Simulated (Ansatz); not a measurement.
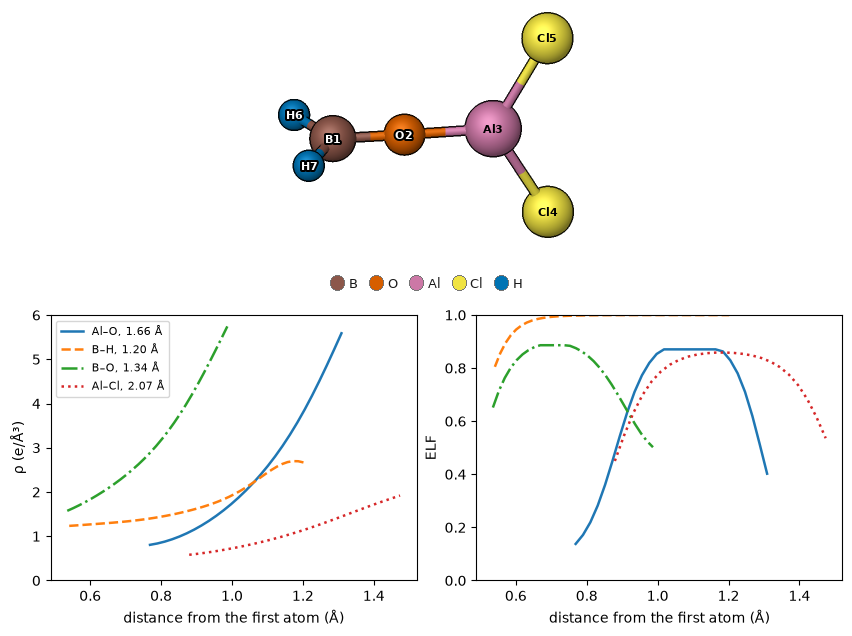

AlBCl2H2O (SMILES B[O][Al]([Cl])[Cl]). Total electron density and ELF along straight lines between neighbouring atoms. The curves leave out the atomic cores. The structure is drawn too.

Geometry: PBE0-D4/def2-TZVP.

Method: RKS PBE0-D4/def2-TZVPP (Ansatz 0.2.0).

```xyz
7

B    -1.5870   -0.1375    0.0233
O    -0.2536   -0.0264    0.0108
Al    1.4029    0.1027   -0.0298
Cl    2.5557   -1.1681    1.1263
Cl    2.2870    1.5340   -1.2341
H    -2.1228   -0.8676   -0.7671
H    -2.2211    0.4948    0.8248
```

What can be read from the curves?

Answer. Al–O (1.66 Å): ρ at the midpoint is about 0.93 e/Å³; the ELF peaks at about 0.85 in the valence shell of O, 0.6 Å from its nucleus, and is about 0.30 at the midpoint.
B–H (1.20 Å): the density is about 1.3 e/Å³ at the midpoint; the ELF climbs to about 1 towards the hydrogen, as it does in any bond to H (a covalent bond by its length).
B–O (1.34 Å): ρ at the midpoint is about 2.2 e/Å³; the ELF peaks at about 0.90 between the atoms, as expected for a polar covalent bond.
Al–Cl (2.07 Å): ρ at the midpoint is about 0.78 e/Å³; the ELF peaks at about 0.85 in the valence shell of Cl, 0.9 Å from its nucleus, and is about 0.80 at the midpoint.
